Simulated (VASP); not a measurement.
Band structure of CsH (space group Pm-3m). These are PBEsol GGA, VASP's PBE PAW potentials (set 64) (plane waves; VASP) values and carry that method's errors.

Unless said otherwise, spin-orbit coupling is left out, though it shifts the bands of the heavy elements here.

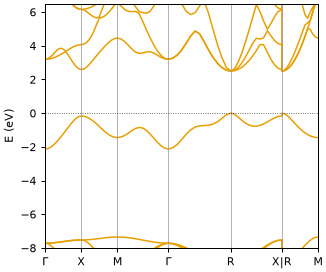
Bands along high-symmetry lines, zero at the valence-band maximum or, without a gap, the Fermi level

Question: Read the plot: is there a gap, and where are the band edges?

Answer: The gap is direct, 2.49 eV, from the valence maximum at R to the conduction minimum at R. (Edges off the drawn lines would not show.)

The structure comes from a computed database's CsH entry (Pm-3m); how it stands against other phases isn't given here. It was relaxed first, which changed the volume by -7 %.
